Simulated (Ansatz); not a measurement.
# H5NSi···CH4: what the fields show

```xyz
12

Si   -0.5589   -1.3334    0.1183
C     1.1050    1.3482    0.5571
H     0.8617   -1.6694   -0.1699
H    -1.3421   -2.5980    0.2875
N    -1.1796   -0.4728   -1.2558
H     0.8493    0.6044    1.3027
H    -0.6220   -0.6383    1.3875
H     1.1156    2.3459    1.0231
H     0.3578    1.3308   -0.2449
H     2.1027    1.1411    0.1433
H    -0.5612    0.0550   -1.8603
H    -2.1283   -0.1138   -1.2888
```

Not at a stationary point (largest force 1.2 eV/Å).

The calculation used Ansatz, UKS B3LYP-D4/def2-SVP.

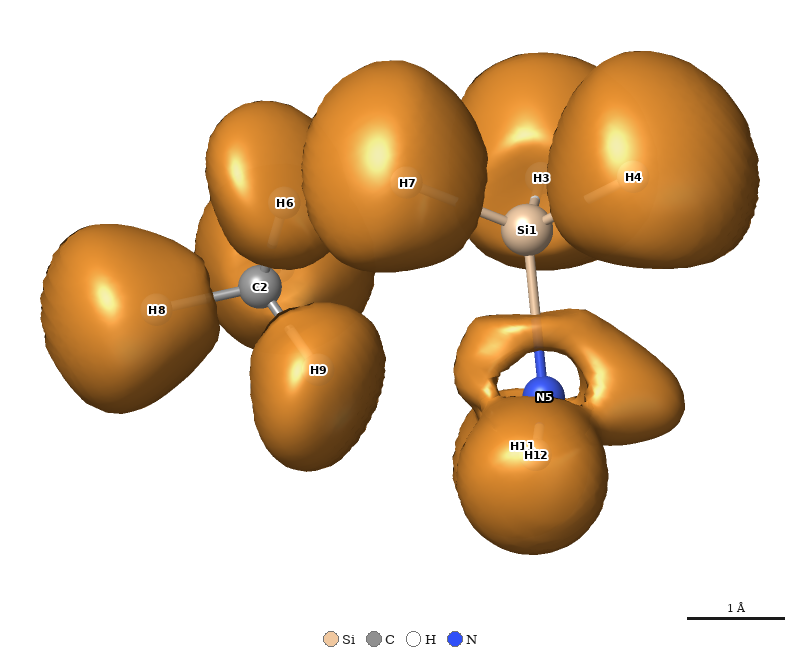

Figure 1. Isosurface of the electron localisation function at 0.8 (orange), seen at a tilt. Core shells and regions of very low density are left out.

> Describe the localisation domains.

At this value the surface marks out seven regions around hydrogen nuclei and one joined region spread over several atoms (H, N), in which their bonds and any lone pairs are merged. Along the contacts the grid gives the following. Si1···H6 (2.67 Å): the ELF dips to about 0.05 between them. Si–N (1.74 Å): the ELF peaks at about 0.90 between the atoms, as expected for a shared but strongly polarised pair.

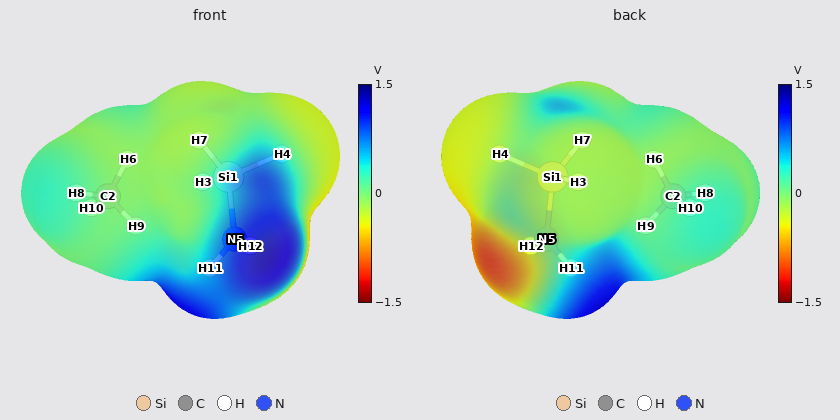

Figure 2. The molecular electrostatic potential painted on the density surface at 0.001 e/bohr³, seen from the front and from behind; red is negative and blue positive.

> Describe the electrostatic potential map.

The most negative region (about −1.0 V) lies over N5, the most positive (about +1.2 V) over H11 and H12.

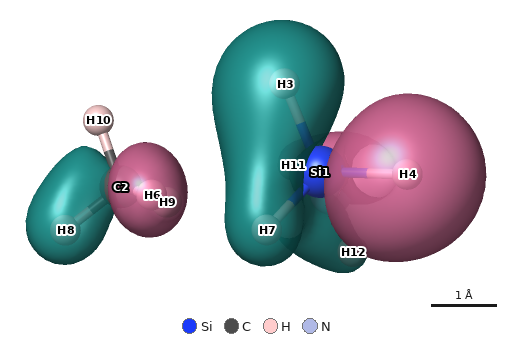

Figure 3. The HOMO−1 at ±0.08 Å⁻³ᐟ² (teal and pink are the two phases), seen from one side.

> Where does this orbital lie, and at what energy?

By Hirshfeld shares it lies mainly on Si1 (about 35 %), H4 (about 30 %), H3 (about 15 %) and N5 (about 5 %). Its energy is −9.02 eV.
